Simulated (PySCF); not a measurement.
## Electronic structure of BCl₃GeH₂ in real space

```tsv
atom	x (Å)	y (Å)	z (Å)
Cl	-1.2849	1.4959	1.3953
Ge	-0.8500	-0.0259	-0.0053
B	1.1908	-0.1610	-0.1892
Cl	2.0620	-1.2794	0.7530
Cl	2.0277	0.8795	-1.2448
H	-1.5375	-1.2651	0.5216
H	-1.6048	0.3608	-1.2576
```

Geometry: GFN2-xTB.

Method: CAM-B3LYP/def2-SVPD, SCF density, gas phase (PySCF 2.14.0).

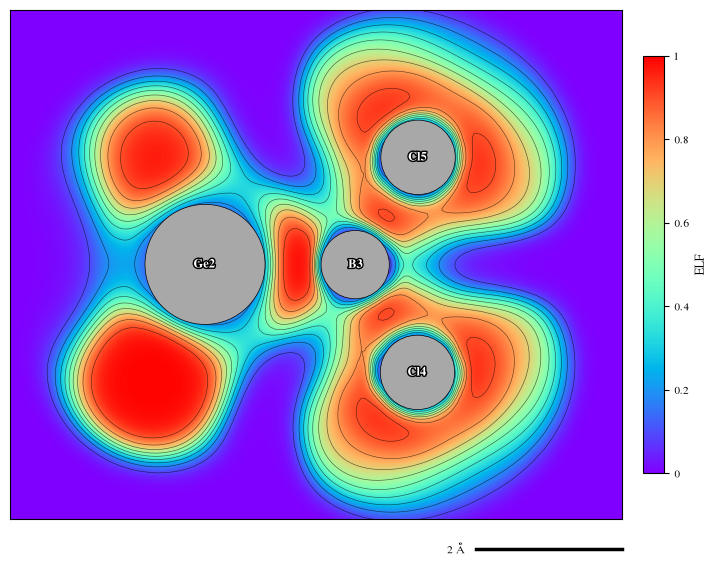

Figure 1. Electron localisation function on the plane of atoms Ge2, B3 and Cl4. Grey discs cover the atomic cores.

Question: What does the map show?

Answer: The section cuts through Ge, B and Cl sites.
B–Cl (1.70 Å): the ELF peaks at about 0.90 between the atoms: a short, strongly polar bond.
Ge–B (2.05 Å): the ELF peaks at about 1 in the valence shell of B, 0.8 Å from its nucleus, and is about 0.85 at the midpoint.
The ELF also peaks beside Cl4 and Cl5, away from the bonds: lone-pair regions.

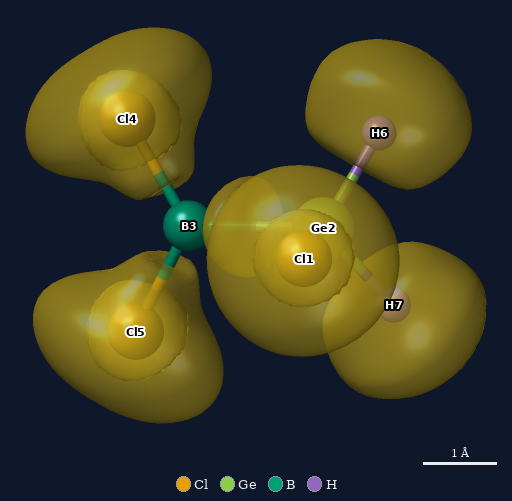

Figure 2. Isosurface of the electron localisation function at 0.75 (yellow), seen at a tilt. Only the valence region is drawn (cores and ρ < 0.01 e/Å³ removed).

Question: Where are the electrons localised?

Answer: At this value the surface marks out one region between bonded B–Ge atoms (shared pairs), two regions around hydrogen nuclei and three regions on Cl in which the atom's valence shell and bonds are merged.

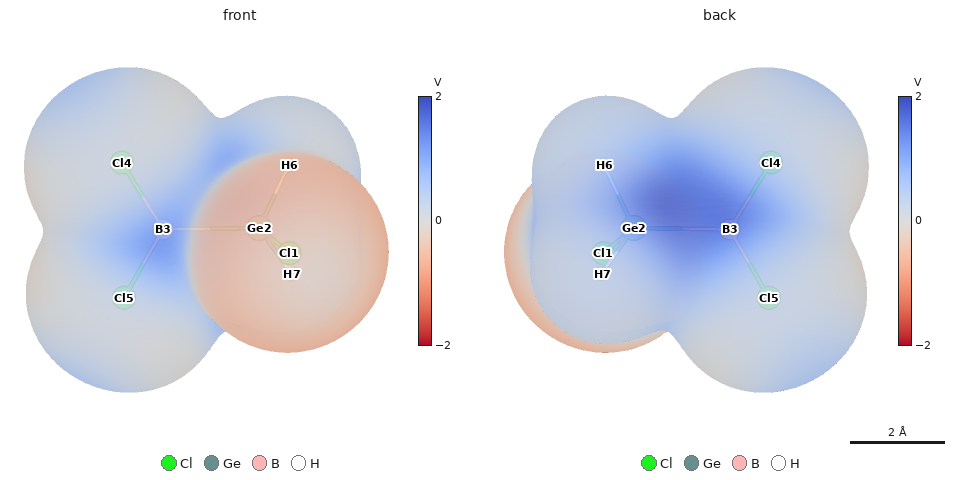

Figure 3. The molecular electrostatic potential painted on the density surface at 0.001 e/bohr³, seen from the front and from behind; the colour scale runs from red (negative) to blue (positive).

Question: Which sites attract a positive test charge, and which a negative one?

Answer: A positive charge is drawn to the negative regions and a negative charge to the positive ones. The most negative region (about −0.6 V) lies over Cl1, the most positive (about +1.7 V) over Ge2 and B3. Cl5 shows a σ-hole: about +0.5 V at the tip opposite its bond, against about +0.1 V on its flanks.
